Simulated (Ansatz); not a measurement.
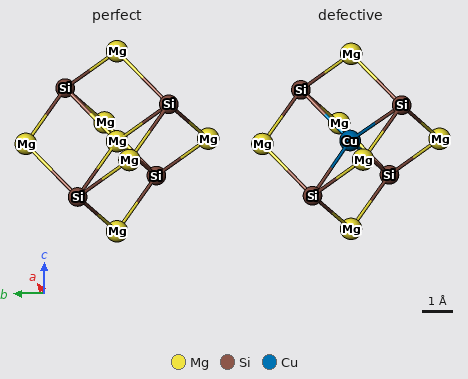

Left: perfect Mg₂Si. Right: the same region with one point defect, after relaxing the atoms in a supercell of 96 sites. The picture is a ball-and-stick view of the atoms within 3.8 Å of one point, seen from a free direction.

All numbers below come from DFT, PBEsol, PAW, plane waves (Ansatz). (plane-wave cutoff 420 eV; k-point mesh 1 × 1 × 1; mesh shifted by (0.25, 0.25, 0.25); collinear spin) Fermi-Dirac smearing of 0.01 eV. The axes drawn are those of the host's conventional cell.

**Which defect is it?**

A magnesium atom is replaced by copper.

The charge state of the cell is 0.

**How does the lattice respond?**

In the host the Mg atom has 4 Si at 2.74 Å, 6 Mg at 3.16 Å; the Cu atom ends with 4 Si at 2.60 to 2.70 Å, 6 Mg at 3.04 to 3.11 Å. Of the host's atoms, a magnesium atom moves furthest from its site, by 0.09 Å. The cell's net moment is 0.44 μB.
